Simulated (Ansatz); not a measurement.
# Al13As14 zinc blende off sphere (Al₁₃As₁₄H₃₄+): geometry, orbitals and charge

Aim: characterise Al13As14 zinc blende off sphere (Al₁₃As₁₄H₃₄+) as a singlet: its structure, frontier levels and distribution of charge.

The runs use Ansatz 0.2.0, Gaussian basis; RKS PBE0-D4/def2-TZVP.

The runs, in order: relaxation at PBE-D4/def2-SVP; a single point at PBE0-D4/def2-TZVP.

1 further run of the same task is left out (set aside as unsound or not needed). Runs told in other sessions of the task aren't counted.

### Step 1. Where the work starts

61 atoms, charge 1, spin multiplicity 1.

Atoms are counted from 1 here; the program's logs count them from 0.

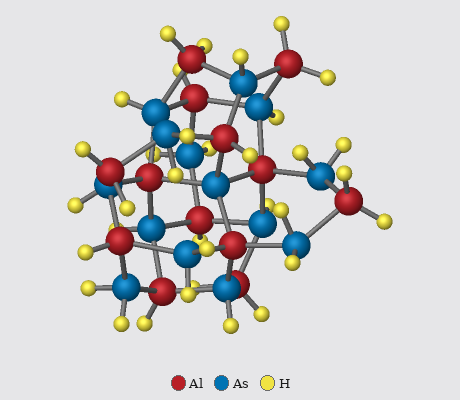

The starting geometry (aluminium red, arsenic blue, hydrogen yellow).

The ion is computed in the gas phase, without counter-ions or solvent.

The start is a GFN2-xTB geometry.

### Step 2. Relaxation at PBE-D4/def2-SVP

File in.yaml:

```yaml
crystal:
  periodic: [false, false, false]
  atoms:
    - {symbol: Al, position_ang: [-4.035870, -2.122310, 2.781180]}
    - {symbol: Al, position_ang: [-3.461630, 3.037040, -1.286100]}
    - {symbol: Al, position_ang: [-1.781410, -3.748120, 2.263840]}
    - {symbol: Al, position_ang: [1.713540, -4.021700, -0.867400]}
    - {symbol: Al, position_ang: [-1.665970, 2.066630, -3.581290]}
    - {symbol: Al, position_ang: [1.703130, -1.110310, -3.569650]}
    - {symbol: Al, position_ang: [-1.610030, -1.251170, -1.079080]}
    - {symbol: Al, position_ang: [-1.384850, 1.683680, 1.809850]}
    - {symbol: Al, position_ang: [1.688500, -0.994920, 1.815680]}
    - {symbol: Al, position_ang: [1.398240, 1.826510, -1.105720]}
    - {symbol: Al, position_ang: [-0.727570, 5.359110, -0.840790]}
    - {symbol: Al, position_ang: [3.970370, -1.965870, -2.090760]}
    - {symbol: Al, position_ang: [3.412170, 3.126600, 3.122000]}
    - {symbol: As, position_ang: [-3.082900, -2.495590, 0.543870]}
    - {symbol: As, position_ang: [-2.886670, 0.675150, -1.897260]}
    - {symbol: As, position_ang: [-3.378050, 0.327050, 2.573320]}
    - {symbol: As, position_ang: [-1.910850, 3.680620, 0.532770]}
    - {symbol: As, position_ang: [0.140620, -2.575980, -2.215390]}
    - {symbol: As, position_ang: [0.042560, -4.836880, 0.875870]}
    - {symbol: As, position_ang: [0.181120, -2.407220, 3.285990]}
    - {symbol: As, position_ang: [3.114770, -2.312090, 0.254760]}
    - {symbol: As, position_ang: [0.007720, 0.412340, -4.580190]}
    - {symbol: As, position_ang: [0.022000, 3.442010, -2.318090]}
    - {symbol: As, position_ang: [3.157500, 0.375670, -2.155580]}
    - {symbol: As, position_ang: [0.042630, 0.215720, 0.353200]}
    - {symbol: As, position_ang: [3.078680, 0.594870, 3.168560]}
    - {symbol: As, position_ang: [2.695720, 3.111790, 0.713980]}
    - {symbol: H, position_ang: [-2.924580, -2.687740, 3.871800]}
    - {symbol: H, position_ang: [-5.531930, -2.205750, 3.160470]}
    - {symbol: H, position_ang: [-3.026840, 3.731800, -2.707980]}
    - {symbol: H, position_ang: [-4.957760, 3.121130, -0.839700]}
    - {symbol: H, position_ang: [-2.625670, -4.935050, 2.826960]}
    - {symbol: H, position_ang: [2.238620, -5.331900, -1.501110]}
    - {symbol: H, position_ang: [-2.414250, 2.492560, -4.872490]}
    - {symbol: H, position_ang: [2.622590, -1.670310, -4.719420]}
    - {symbol: H, position_ang: [-0.612920, 1.865410, 3.180480]}
    - {symbol: H, position_ang: [-1.753850, 6.274050, -1.577930]}
    - {symbol: H, position_ang: [0.552090, 5.975730, -0.171440]}
    - {symbol: H, position_ang: [3.072060, -3.139690, -2.794170]}
    - {symbol: H, position_ang: [5.515250, -2.105750, -2.151020]}
    - {symbol: H, position_ang: [4.913110, 3.474870, 3.310310]}
    - {symbol: H, position_ang: [2.287660, 3.757140, 3.995200]}
    - {symbol: H, position_ang: [-3.279940, -3.886590, -0.073880]}
    - {symbol: H, position_ang: [-3.897830, 0.196190, -2.931310]}
    - {symbol: H, position_ang: [-3.158730, 0.791620, 3.992600]}
    - {symbol: H, position_ang: [-2.076250, -0.557460, 2.720570]}
    - {symbol: H, position_ang: [-2.964140, 4.322720, 1.412750]}
    - {symbol: H, position_ang: [-0.503140, -3.492720, -3.245050]}
    - {symbol: H, position_ang: [-0.756280, -5.809400, 0.046410]}
    - {symbol: H, position_ang: [0.627100, -5.959100, 1.692230]}
    - {symbol: H, position_ang: [1.135500, -3.488910, 3.743220]}
    - {symbol: H, position_ang: [0.180040, -1.776370, 4.655220]}
    - {symbol: H, position_ang: [3.954780, -3.233610, 1.138710]}
    - {symbol: H, position_ang: [-0.756940, -0.473300, -5.530560]}
    - {symbol: H, position_ang: [0.730100, 1.097160, -5.707270]}
    - {symbol: H, position_ang: [1.110780, 3.622150, -3.398140]}
    - {symbol: H, position_ang: [3.255670, 0.988400, -3.568490]}
    - {symbol: H, position_ang: [1.664520, 1.160880, 3.335630]}
    - {symbol: H, position_ang: [3.007450, 0.011510, 4.565410]}
    - {symbol: H, position_ang: [1.292100, 3.227040, 1.346220]}
    - {symbol: H, position_ang: [2.638160, 4.550640, 0.288190]}
basis:
  gaussian: {orbitals: def2-SVP, fitting: {mean_field: def2-universal-jkfit}}
total_charge: 1
hamiltonian: {xc: pbe, dispersion: d4}
scf: {lower_state_search: "off"}
output: {orbitals: {seedname: orbitals}}
relax: {f_tol: 0.03, max_steps: 70}
```

Launch:

```bash
$ ansatz run in.yaml --threads 11 --pin off --events-out ev --progress --plain --max-ram 174080MiB --backend cuda --devices 0, --max-vram 75GiB
```

Further steps of the session: Single point, PBE0-D4/def2-TZVP.

Q: Predict the results of all the runs planned. Wanted: point group; commonest bond, hydrogen aside; HOMO, LUMO at PBE0-D4/def2-TZVP.

The runs gave:

| quantity | value |
| --- | --- |
| point group | C1 |
| commonest bond, hydrogen aside | Al–As, 37 of mean length 2.499 Å |
| HOMO, LUMO at PBE0-D4/def2-TZVP | -9.50, -4.33 eV |

The relaxation broke 1 and made 0 bonds, so the end is another structure than the start. No usable vibrations, so a minimum isn't proven. Whether this spin is the lowest isn't tested here. The point group is read from a loosely relaxed geometry; soft torsions can leave it below the true symmetry.
